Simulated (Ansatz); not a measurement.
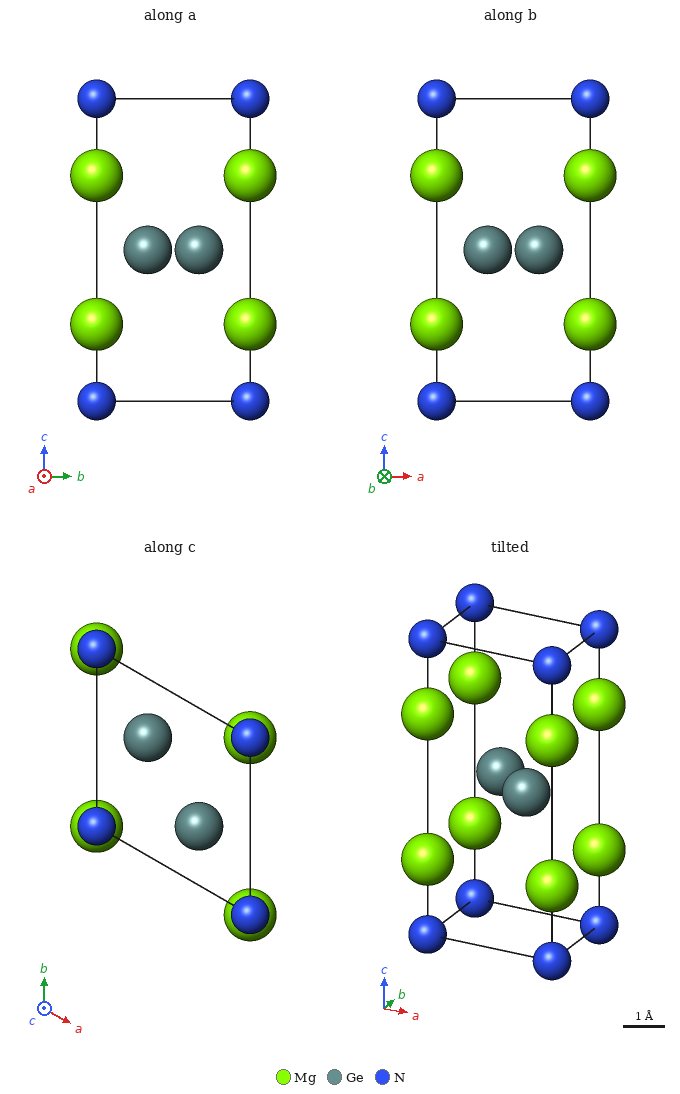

View along the a axis, along the b axis, along the c axis and slightly off an axis, drawn as a spheres-only model. The outline marks the conventional unit cell.

Lattice parameters: a = 4.4008 Å, b = 4.4008 Å, c = 7.5068 Å, α = 90.000°, β = 90.000°, γ = 120.000°.

Convert the drawing into a CIF with its space group and independent sites, with free fractional coordinates to two decimals.

Answer.
```cif
data_structure
_symmetry_space_group_name_H-M 'P 6/m m m'
_symmetry_Int_Tables_number 191
_cell_length_a 4.4008
_cell_length_b 4.4008
_cell_length_c 7.5068
_cell_angle_alpha 90.000
_cell_angle_beta 90.000
_cell_angle_gamma 120.000
_cell_volume 125.91
loop_
_atom_site_label
_atom_site_type_symbol
_atom_site_symmetry_multiplicity
_atom_site_Wyckoff_symbol
_atom_site_fract_x
_atom_site_fract_y
_atom_site_fract_z
_atom_site_occupancy
Mg1 Mg 2 e 0.00 0.00 0.75 1
Ge1 Ge 2 d 0.3333 0.6667 0.50 1
N1 N 1 a 0.00 0.00 0.00 1
```

The structure was taken from a random cell made by a generator, so it need not be a real form of the compound. Earlier steps of the study may have refined or changed the cell and positions. Ansatz was used for an electronic-structure calculation on it.
